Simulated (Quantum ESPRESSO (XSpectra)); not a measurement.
## The core hole at the O K edge of SiO2 (P4₂/mnm)

```xyz
6
Lattice="4.2332 0.0000 0.0000 0.0000 4.2332 0.0000 0.0000 0.0000 2.6935" Properties=species:S:1:pos:R:3 pbc="T T T"
Si     2.1166     2.1166     1.3467
Si     0.0000     0.0000     0.0000
O      2.9343     2.9343     0.0000
O      1.2989     1.2989     0.0000
O      3.4155     0.8177     1.3467
O      0.8177     3.4155     1.3467
```

Geometry: Materials Project entry mp-6947 (a computed structure). The cell is the entry's, not relaxed again.

Absorber: atom 3, O on Wyckoff site f (site symmetry m.2m), with 2 Si at 1.78 Å, 1 Si at 1.84 Å.

Model: LDA, no, half or full core hole, dipole K-edge X-ray absorption, plane waves, Troullier-Martins potentials made with ld1.x, scalar-relativistic, no spin, constant broadening; program: Quantum ESPRESSO (XSpectra).

Full-hole run: 48-atom cell (absorber images 8.1 Å apart), 70 Ry, k meshes 2×2×2 (SCF) and 4×4×4 (spectrum), Lorentzian half width 0.5 eV. The ground-state test found a gap, so occupations are fixed and the excited electron is left out (charged cell on a uniform background); energies count from the highest occupied level. Field directions run: x; z, weighted by the site's symmetry in the crystal. Intensities are scaled to a mean of 1 over 0–35 eV.

The half-hole run shares these settings; the run without a hole takes the primitive cell with a 5×5×8 mesh.

```json
[
 {"core hole": "none (primitive cell)", "mean 0–10 eV": "0.45", "mean 10–20 eV": "1.92", "mean 20–30 eV": "0.83", "highest value below 30 eV": "4.4"},
 {"core hole": "half", "mean 0–10 eV": "0.68", "mean 10–20 eV": "1.73", "mean 20–30 eV": "0.80", "highest value below 30 eV": "3.6"},
 {"core hole": "full", "mean 0–10 eV": "1.04", "mean 10–20 eV": "1.38", "mean 20–30 eV": "0.78", "highest value below 30 eV": "3.3"}
]
```

From no hole to a full hole the mean over the first 10 eV goes from 0.45 through 0.68 to 1.04: the hole pulls absorption towards the edge. The cell size was not varied. Each run counts from its own energy zero.

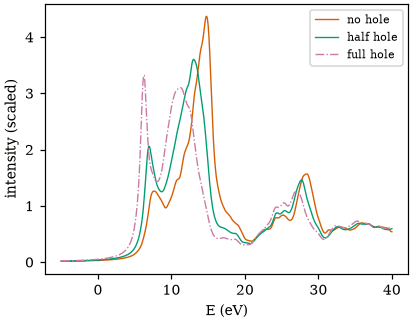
The three spectra
